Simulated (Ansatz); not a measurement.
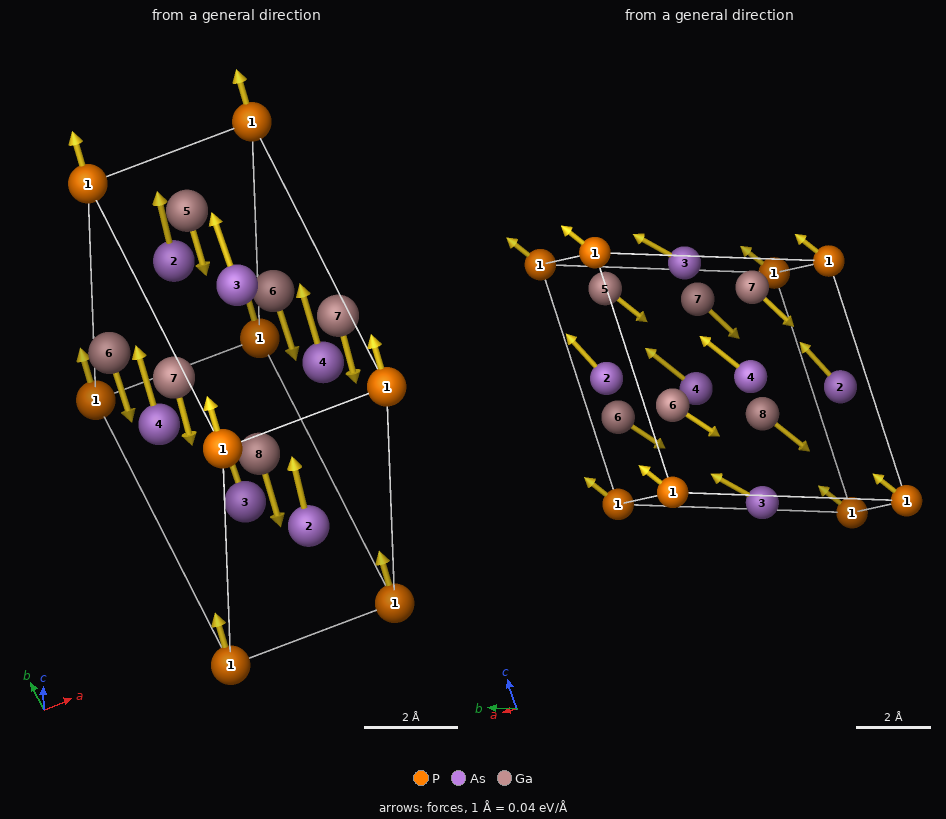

An orthographic spheres-only view of the structure, from two general directions. The wireframe shows the simulation cell. The arrows are the computed forces on the atoms.

System: Ga$_{4}$As$_{3}$P. The numbers come from Ansatz, DFT, PBE0, plane waves, PAW, using a cutoff energy of 420 eV, 4×2×2 k-points, no spin polarisation.

Is the structure at rest?

No. The atoms still feel forces of up to about 0.057 eV/Å, above a usual threshold of 0.01 to 0.03 eV/Å.

Give the mean magnitude of the force by element.

Mean magnitudes: about Ga 0.048 eV/Å, As 0.053 eV/Å, P 0.033 eV/Å.

It goes back to a structure type filled with these elements by a generator (whether the compound takes this form wasn't checked). Earlier steps of the study may have refined or changed the cell and positions. It went into a calculation with Ansatz.
